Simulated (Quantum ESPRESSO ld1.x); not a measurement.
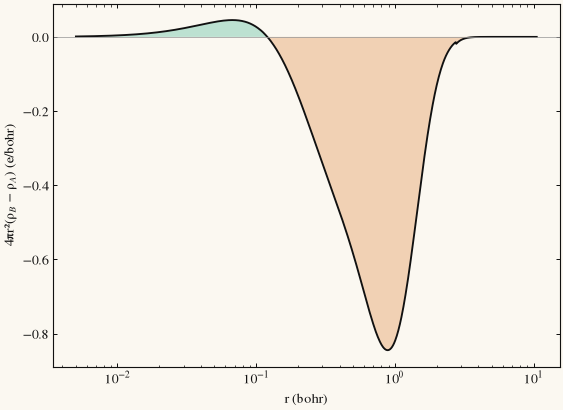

Two charge states of neon were computed: Ne²⁺ in [He] 2s2 2p4 (open shells shared over both j by 2j + 1); Ne³⁺ in [He] 2s2 2p3 (2p1/2: 2, 2p3/2: 1). Computed with Quantum ESPRESSO ld1.x 7.5: Dirac Kohn-Sham, LDA (Slater exchange, Perdew-Zunger correlation), spin-unpolarised, spherical densities, point nucleus.

The plot shows the radial density of run B less that of run A; on the logarithmic r axis, areas aren't charges.

### Which run is A and which is B? Where does the charge move?

A is Ne²⁺ in [He] 2s2 2p4 (open shells shared over both j by 2j + 1); B is Ne³⁺ in [He] 2s2 2p3 (2p1/2: 2, 2p3/2: 1). B holds hardly more charge than A anywhere and 1.0 electrons fewer where it is negative (most at r = 0.88 bohr), a net change of −1. The energy of B less that of A is 67.4 eV.
